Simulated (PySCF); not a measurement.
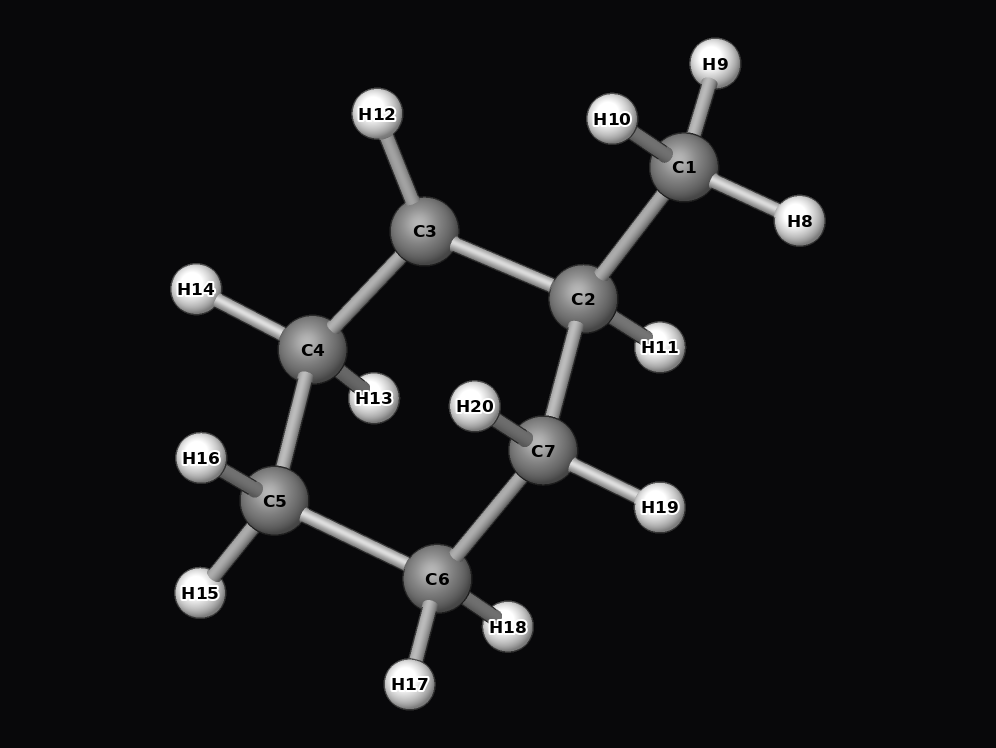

The questions are on Mulliken spin populations. Charge 0, doublet. The geometry was computed by an optimisation with GFN2-xTB. No frequency run is at hand to confirm it as a minimum. Properties computed with UKS B3LYP, pcH-1 on C H, non-relativistic (PySCF 2.14.0).

Give the Mulliken spin populations atom by atom.

```json
{"atom": "C1", "value (e)": "0.00"}
{"atom": "C2", "value (e)": "−0.08"}
{"atom": "C3", "value (e)": "1.02"}
{"atom": "C4", "value (e)": "−0.08"}
{"atom": "C5", "value (e)": "0.04"}
{"atom": "C6", "value (e)": "0.00"}
{"atom": "C7", "value (e)": "0.04"}
{"atom": "H8", "value (e)": "0.00"}
{"atom": "H9", "value (e)": "0.00"}
{"atom": "H10", "value (e)": "0.00"}
{"atom": "H11", "value (e)": "0.04"}
{"atom": "H12", "value (e)": "−0.05"}
{"atom": "H13", "value (e)": "0.04"}
{"atom": "H14", "value (e)": "0.00"}
{"atom": "H15", "value (e)": "0.01"}
{"atom": "H16", "value (e)": "0.00"}
{"atom": "H17", "value (e)": "0.00"}
{"atom": "H18", "value (e)": "0.00"}
{"atom": "H19", "value (e)": "0.01"}
{"atom": "H20", "value (e)": "0.00"}
```

Mulliken values depend strongly on the basis set.
